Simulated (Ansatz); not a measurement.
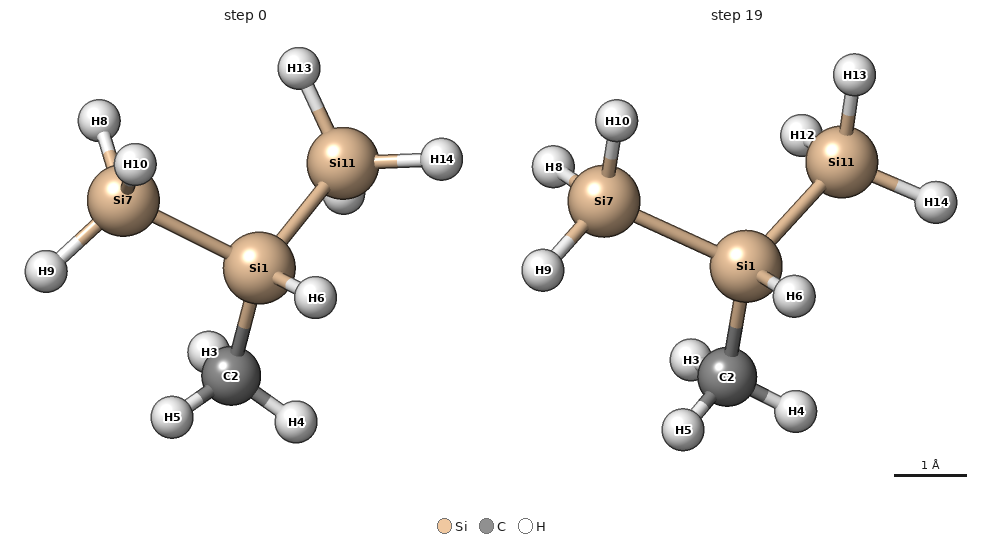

The structure of CH10Si3 before (left) and after (right) a relaxation, at one scale.

A ball-and-stick model, seen at a tilt.

The run prepares the start of a later molecular dynamics calculation, from a guessed geometry.

Level of theory: RKS PBE0-D4/STO-3G in Ansatz 0.2.0. (no spin polarisation; force threshold 0.02 eV/Å; at most 40 steps)

Describe what moved and what it gained.

Answer. The atom that moves furthest after the best rigid fit is H13 (1.19 Å). Largest moves by element: H 1.19 Å, Si 0.19 Å, C 0.07 Å. Near-neighbour distances that change, for instance: Si1–Si11 2.218 → 2.246 Å, Si11–H12 1.460 → 1.444 Å, C2–H3 1.110 → 1.094 Å, Si1–H6 1.460 → 1.447 Å. Bond angles that change, for instance: Si7–Si1–Si11 109.5° → 112.4°, C2–Si1–H6 109.5° → 107.2°, Si1–C2–H3 109.5° → 111.6°. Groups turn about Si1–Si11 by about 45°, Si1–Si7 by about 35°. Over 17 accepted moves (19 points after the start) the energy falls by 0.175 eV. Largest force component: 0.7 eV/Å at the start, 0.0023 eV/Å at the end. The line search rejected the trial steps at points 7, 15 of the run. The forces were under the threshold at step 6, but the run went on from there.

Limits of the set-up: STO-3G is a minimal basis, so the numbers are rough.
